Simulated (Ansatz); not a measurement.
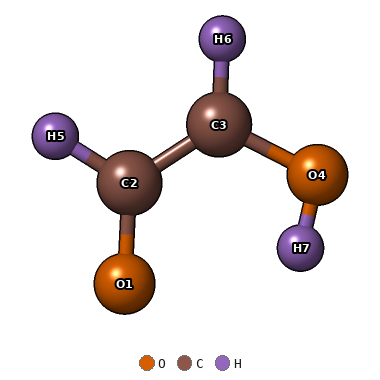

The system is C₂H₃O₂, charge −1; the picture shows the reference structure. Coordinates scanned: (1) dihedral C2–C3–O4–H7; (2) dihedral O1–C2–C3–O4. Nothing is relaxed (all other coordinates rigid). The scan uses an 18 × 18 grid; 164 points were computed and 160 follow by symmetry. Points are written as (first, second). Energies: eV, counted from the lowest grid point. The dihedral twists a double bond; near 90° a spin-restricted reference is unreliable. Method: Ansatz, RHF/def2-SVPD.

Its coordinates:

```
atom    x (Å)    y (Å)    z (Å)
   O  -1.1396  -0.7576   0.9947
   C  -0.0588  -0.1045   0.8409
   C   0.4606   0.3009  -0.3379
   O  -0.2051   0.0049  -1.5250
   H   0.5377   0.1753   1.7283
   H   1.3789   0.8546  -0.4557
   H  -0.9737  -0.4736  -1.2454
```

Range: dihedral C2–C3–O4–H7 from −180 to 160°; dihedral O1–C2–C3–O4 from −180 to 160°.

Predict the map.

The lowest grid point is at (0°, 0°). There is a further well near (−100°, −180°) (0.36 eV above the lowest at that grid point). The highest grid point, (−180°, −80°), lies 3.42 eV above the lowest. On the interpolated surface the easiest way out of the lowest well to its copy in the next cell or period passes a barrier of about 0.54 eV. Round the minimum the valley is somewhat tilted: raising dihedral C2–C3–O4–H7 shifts the best value of dihedral O1–C2–C3–O4 downwards (coupling k₁₂/√(k₁₁k₂₂) about 0.2).

```tsv
dihedral O1–C2–C3–O4 ↓, dihedral C2–C3–O4–H7 →	−160	−120	−80	−40	0	40	80	120	160
160	0.76	0.62	0.54	0.61	0.67	0.67	0.59	0.58	0.71
120	2.24	2.11	1.95	2.01	2.11	2.13	2.07	2.03	2.14
80	3.35	3.11	3.01	3.20	3.38	3.29	3.13	3.21	3.41
40	1.35	1.20	1.07	1.00	1.04	1.15	1.22	1.30	1.39
0	0.52	0.42	0.30	0.12	0.00	0.12	0.30	0.42	0.52
−40	1.39	1.30	1.22	1.15	1.04	1.00	1.07	1.20	1.35
−80	3.41	3.21	3.13	3.29	3.38	3.20	3.01	3.11	3.35
−120	2.14	2.03	2.07	2.13	2.11	2.01	1.95	2.11	2.24
−160	0.71	0.58	0.59	0.67	0.67	0.61	0.54	0.62	0.76
```

The table holds every second grid line.

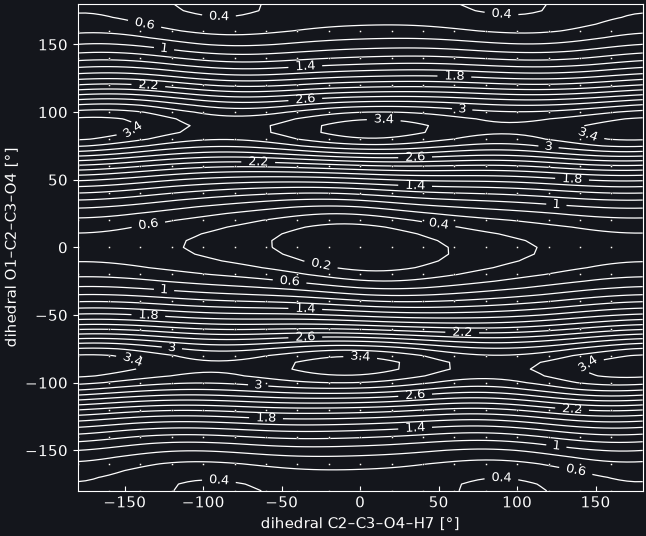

Drawn: contour lines labelled in eV, dots at the grid points. Between grid points the surface is interpolated.

Each point was launched as `ansatz run input.yaml --threads 1 --pin off --max-ram 2560MiB --backend cpu --events-out ev --progress --plain --runs-dir out`. Time for the 164 points that were run: 4.1 min on 1 thread of Intel(R) Xeon(R) 6975P-C (Granite Rapids), with other jobs on the host.
